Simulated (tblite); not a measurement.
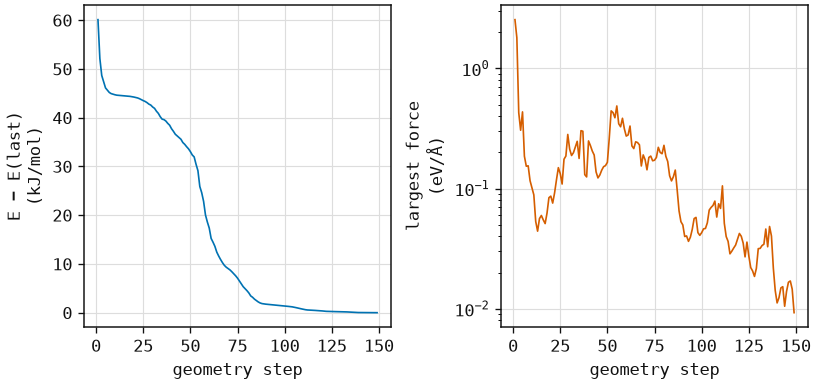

History of a geometry optimisation. C6H10N2 (SMILES C=C/C(C)=N/N=C\C); GFN2-xTB geometry optimisation, gas phase in tblite.

The optimisation met its thresholds at geometry 149, counting the start as the first. The energy fell by about 60 kJ/mol from the first step to the last. The largest force goes from about 2.5 eV/Å at the start to 9 × 10⁻³ eV/Å at the end.
